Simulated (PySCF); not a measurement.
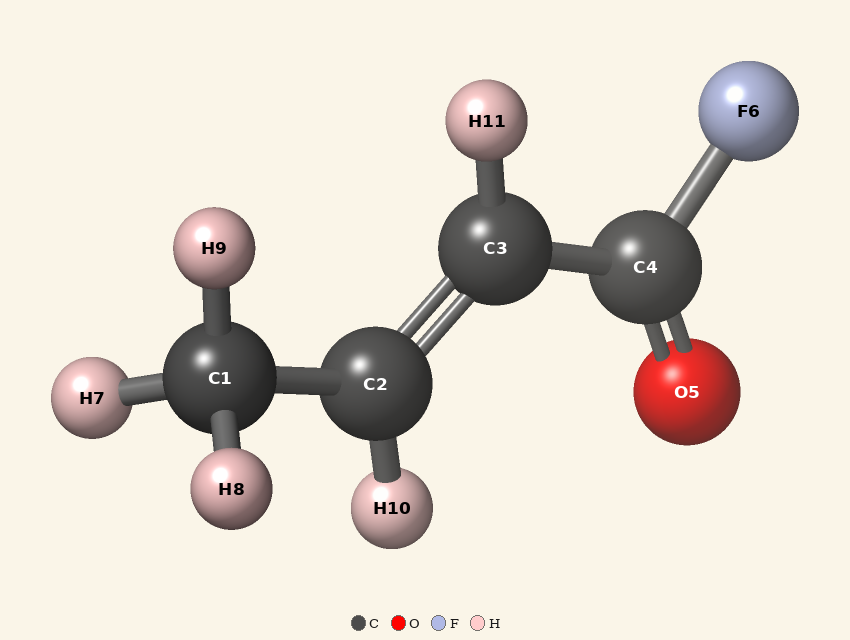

The computed structure is the end point of a GFN2-xTB optimisation. No frequency run is at hand to confirm it as a minimum. Properties computed with delta-SCF UKS SCAN, pcX-2 on the ionised atom, pcseg-1 elsewhere, spin-free X2C (PySCF 2.14.0).

Give the core-electron binding energies (to vacuum) of C1 1s, C2 1s, C3 1s, C4 1s, O5 1s, F6 1s.

```json
{"atom": "C1", "level": "1s", "binding energy (eV)": "291.6"}
{"atom": "C2", "level": "1s", "binding energy (eV)": "291.6"}
{"atom": "C3", "level": "1s", "binding energy (eV)": "291.3"}
{"atom": "C4", "level": "1s", "binding energy (eV)": "295.4"}
{"atom": "O5", "level": "1s", "binding energy (eV)": "538.2"}
{"atom": "F6", "level": "1s", "binding energy (eV)": "692.7"}
```
